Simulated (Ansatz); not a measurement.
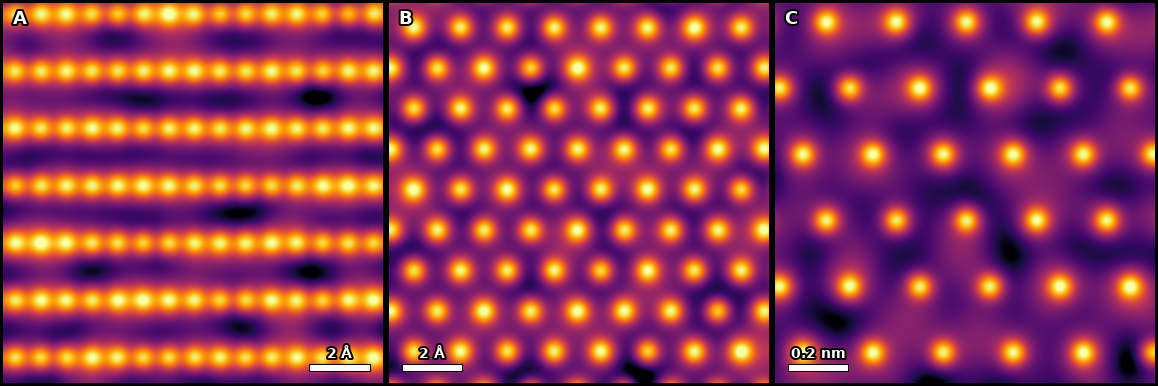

Three views of Pt (Fm-3m, No. 225) along different zone axes. Simulated as the projected potential of neutral atoms (B = 0.3 Å²) blurred by a 0.50 Å probe, the thin-sample limit of integrated differential phase contrast. The display is stretched by a gamma of 0.65; percentages refer to the linear signal. The speckle of an amorphous layer was added. Atomic positions: the input geometry of a calculation.

```
Pt
1.0
     3.91770    0.00000    0.00000
     0.00000    3.91770    0.00000
     0.00000    0.00000    3.91770
Pt
4
Direct
  0.00000 0.00000 0.00000
  0.00000 0.50000 0.50000
  0.50000 0.00000 0.50000
  0.50000 0.50000 0.00000
```

**Match the panels to the zone axes [110], [111] and [210].**

A is [210]: projected cell 0.88 × 1.96 Å, 90°, plane group p2mm. B is [111]: projected cell 1.60 × 1.60 Å, 120°, plane group p6mm. C is [110]: projected cell 2.40 × 2.40 Å, 109°, plane group c2mm.
